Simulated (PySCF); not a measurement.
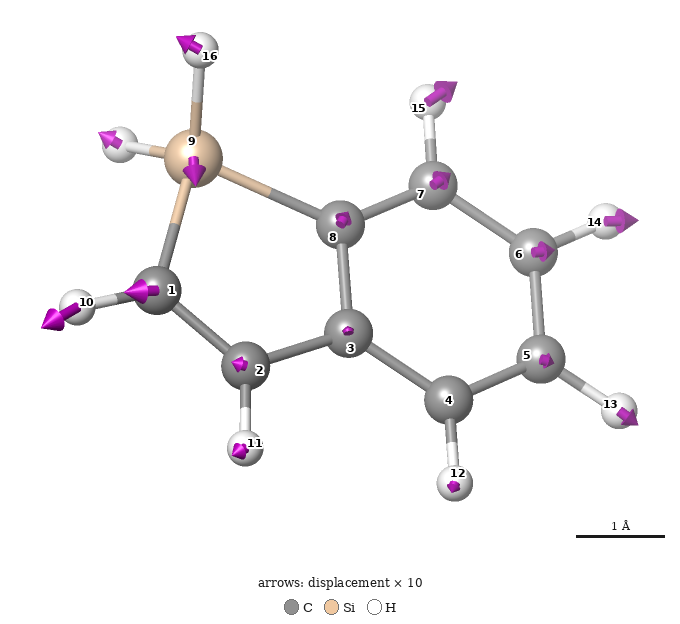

This is a relaxation of C8H8Si. The starting structure is drawn; purple arrows show the displacements, magnified 10 times. The two geometries are superimposed by the best rigid fit.

A ball-and-stick model, seen at a tilt.

The start comes from GFN2-xTB.

Level of theory: PySCF 2.14.0, density-fitted response routines, PBE0-D3(BJ)/def2-SVP geometry optimisation, gas phase. 

### What happened in the run?

An H atom moves most after the best rigid fit: 0.060 Å. By element the largest moves are H 0.060 Å, C 0.044 Å, Si 0.037 Å. Near-neighbour distances that change, for instance: H–Si 1.465 → 1.496 Å, C–C 1.456 → 1.475 Å, C–H 1.082 → 1.097 Å, C–C 1.338 → 1.350 Å. Among the angles between lasting bonds that change: H–Si–H 111.7° → 107.9°, C–Si–C 89.0° → 92.2°, Si–C–H 127.4° → 130.1°. The energy falls by 0.095 eV in 5 geometry steps. The largest force component goes from 1.2 to 0.0061 eV/Å. The run took of the order of 70 core-seconds on a shared host.
